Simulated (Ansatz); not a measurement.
ClFGeH2···HCl

Input file:

```
crystal:
  periodic: [false, false, false]
  atoms:
    - { symbol: Ge, position_ang: [0.0, 0.0, 0.0] }
    - { symbol: F, position_ang: [0.0, 0.0, 2.03] }
    - { symbol: H, position_ang: [1.4616, 0.0, -0.5162] }
    - { symbol: H, position_ang: [-0.73, 1.2648, -0.5162] }
    - { symbol: Cl, position_ang: [-1.0456, -1.8115, -0.7393] }
    - { symbol: Cl, position_ang: [0.9377, -2.1999, 0.7946] }
    - { symbol: H, position_ang: [0.4704, -1.1036, 1.915] }
basis:
  gaussian: { orbitals: def2-SVP }
hamiltonian:
  xc: pbe
  dispersion: d4
relax:
  f_tol: 0.15
  max_steps: 25
  restrain:
    - { distance: [0, 5], at: 3.42, k: 30.0 }
    - { distance: [6, 1], at: 2.12, k: 30.0 }
    - { distance: [0, 1], at: 1.68, k: 30.0 }
    - { distance: [6, 5], at: 1.37, k: 30.0 }
output:
  orbitals: {}
```

Command:

```sh
ansatz run input.yaml --threads 2 --pin off --max-ram 3072MiB --backend cpu --events-out ev --progress --plain --runs-dir out
```

The fields are those of the run's last geometry, not of the input's.

Not at a stationary point (largest force 1.4 eV/Å).

Theory: RKS PBE-D4/def2-SVP (Ansatz).

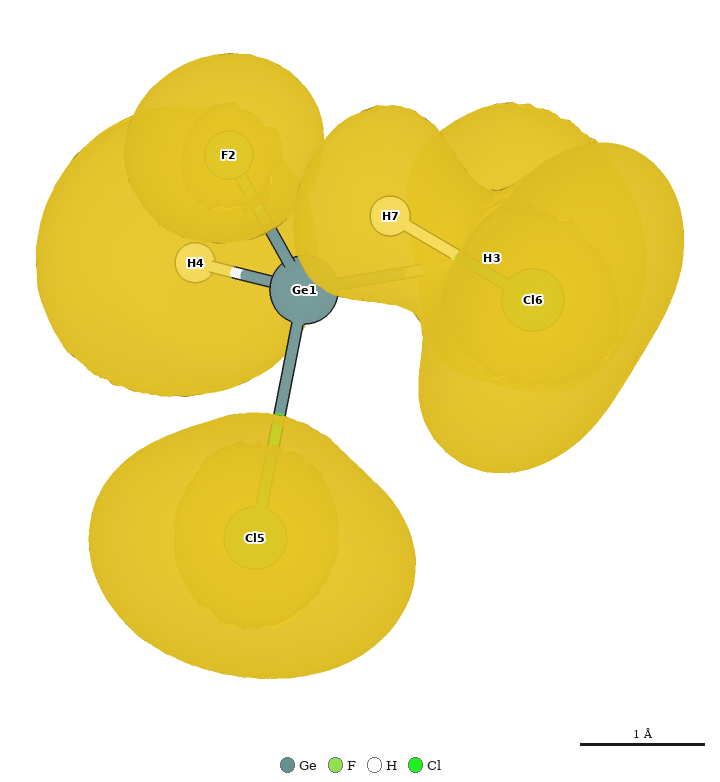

Figure 1. Isosurface of the ELF at 0.75 (yellow), seen at an oblique angle. Core shells and regions of very low density are left out.

**What do the ELF domains correspond to?**

At this value the surface marks out two regions around hydrogen nuclei, one region wrapped around Cl (its valence shell), one region wrapped around F (its valence shell) and one joined region spread over several atoms (Cl, H), in which their bonds and any lone pairs are merged. Along the contacts the grid gives the following. F2···H7 (2.12 Å): the ELF dips to about 0.05 between them. Ge–F (1.72 Å): the ELF peaks at about 0.80 in the valence shell of F, 0.6 Å from its nucleus, and is about 0.25 at the midpoint.

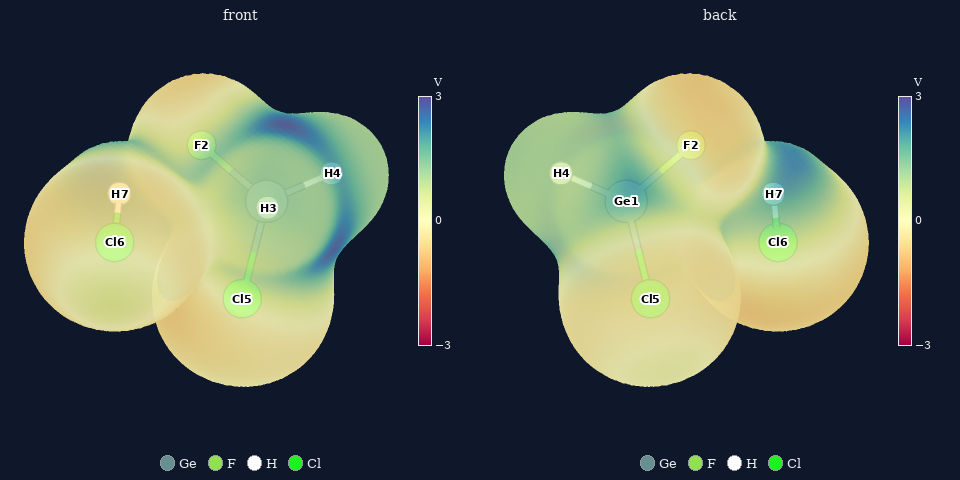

Figure 2. The molecular electrostatic potential painted on the density surface at 0.004 e/bohr³, seen from the front and from behind; the colour scale runs from red (negative) to blue (positive).

**Which sites attract a positive test charge, and which a negative one?**

A positive charge is drawn to the negative regions and a negative charge to the positive ones. The most negative region (about −0.8 V) lies over Cl6, the most positive (about +2.8 V) over Ge1. Cl5 shows a σ-hole: about +0.2 V at the tip opposite its bond, against about −0.4 V on its flanks. Cl6 shows a σ-hole: about +0.6 V at the tip opposite its bond, against about −0.4 V on its flanks.

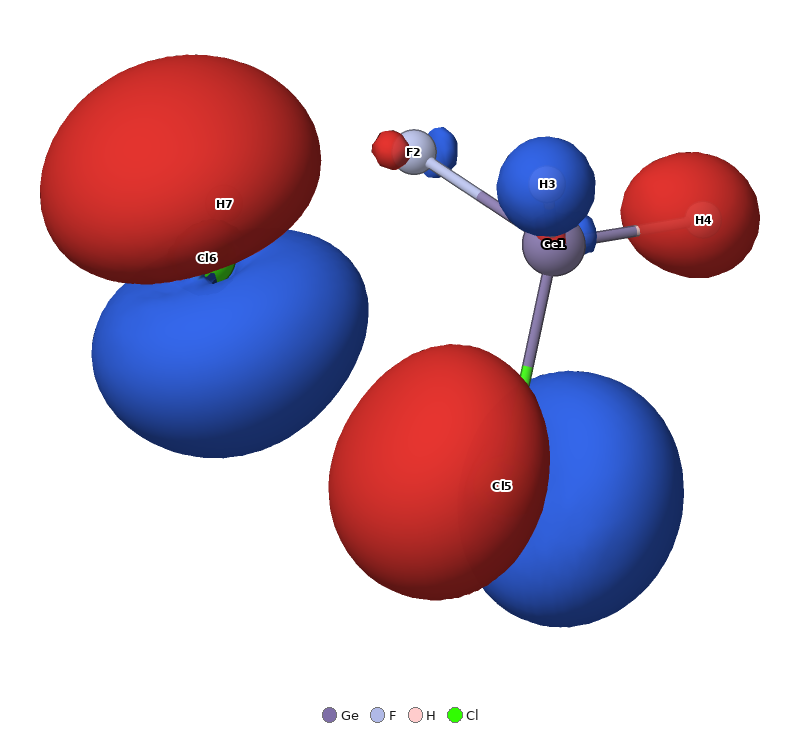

Figure 3. The HOMO at ±0.08 Å⁻³ᐟ² (blue and red are the two phases), seen at a tilt.

**Where does this orbital lie, and at what energy?**

It lies mainly on Cl6 (about 60 %) and Cl5 (about 35 %). Its energy is −7.27 eV.
